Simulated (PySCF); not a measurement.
CH₁₂OSi₅

```xyz
19

O     0.9131   -1.6228    2.0502
Si    0.5726   -1.8682    0.4601
Si   -1.6104   -1.2261    0.0041
C    -1.8279    0.6417    0.3336
Si   -0.8731    1.8532   -0.7915
Si    1.4201    1.7056   -0.4544
Si    2.1908   -0.4952   -0.4790
H     0.4395   -2.0612    2.7510
H     0.7163   -3.3217    0.2276
H    -2.6536   -1.9137    0.7942
H    -1.9643   -1.4757   -1.4007
H    -1.5544    0.8457    1.3712
H    -2.8894    0.8795    0.2582
H    -1.4419    3.1909   -0.5472
H    -1.2475    1.5313   -2.1785
H     2.1069    2.5491   -1.4471
H     1.7701    2.3610    0.8192
H     2.3898   -0.9133   -1.8810
H     3.5336   -0.6507    0.1027
```

Geometry: GFN2-xTB.

All numbers below come from PBE0/pcSseg-1, SCF density, gas phase, non-relativistic in PySCF 2.14.0.

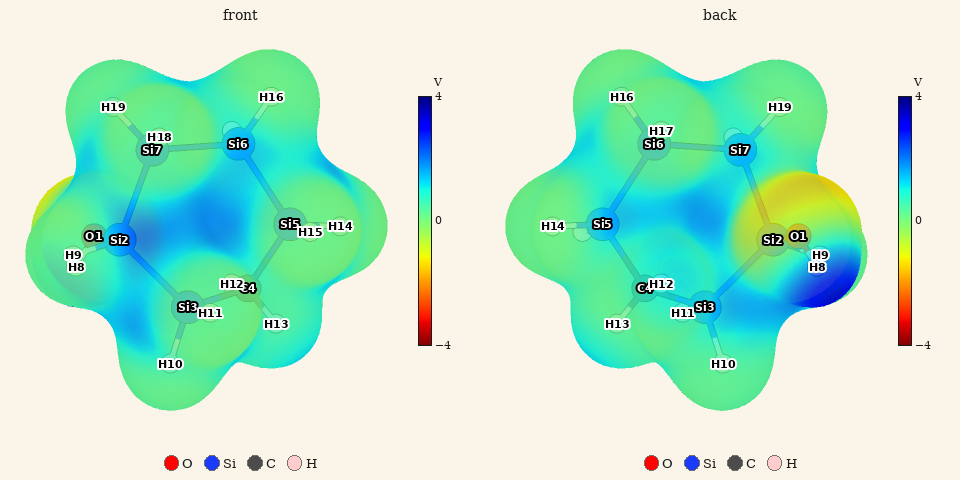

Figure 1. The electrostatic potential painted on the density surface at 0.004 e/bohr³, seen from the front and from behind; red is negative and blue positive.

Q: Where is the surface potential most negative and most positive?

A: The most negative region (about −1.5 V) lies over O1, the most positive (about +3.2 V) over H8. O1 is the likeliest acceptor of a hydrogen bond.

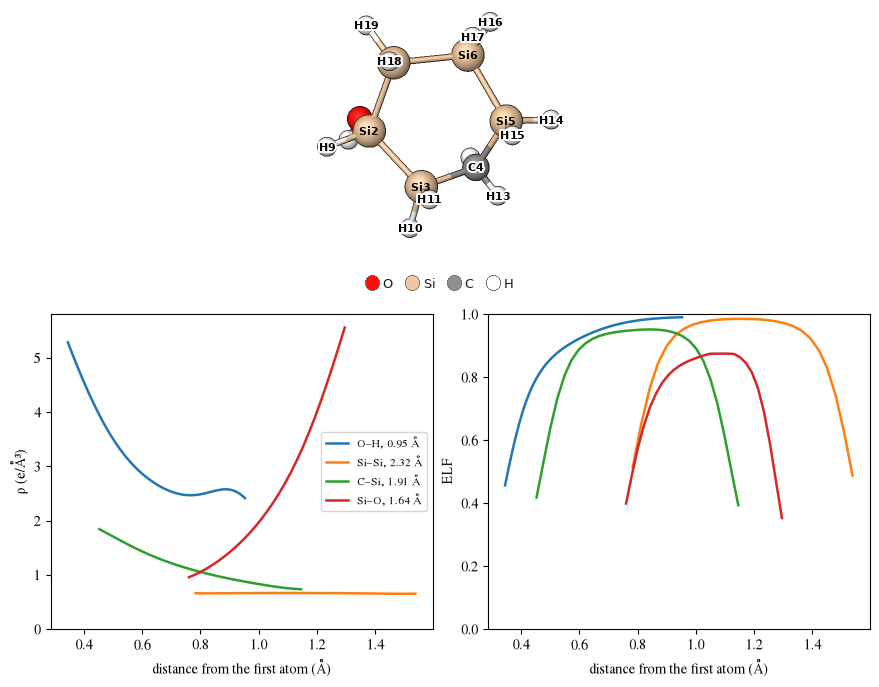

Figure 2. Electron density and ELF along straight lines between neighbouring atoms. The curves leave out the atomic cores. The structure is drawn too.

Q: What can be read from the curves?

A: O–H (0.95 Å): ρ at the midpoint is about 3.7 e/Å³; the ELF climbs to about 1 towards the hydrogen, as it does in any bond to H (a covalent bond by its length).
Si–Si (2.32 Å): the density is about 0.67 e/Å³ at the midpoint; the ELF peaks at about 1 between the atoms: a shared electron pair.
C–Si (1.91 Å): the density is about 0.87 e/Å³ at the midpoint; the ELF peaks at about 0.95 between the atoms; localised, covalent bonding.
Si–O (1.64 Å): ρ at the midpoint is about 1.1 e/Å³; the ELF peaks at about 0.85 between the atoms: a shared but strongly polarised pair.
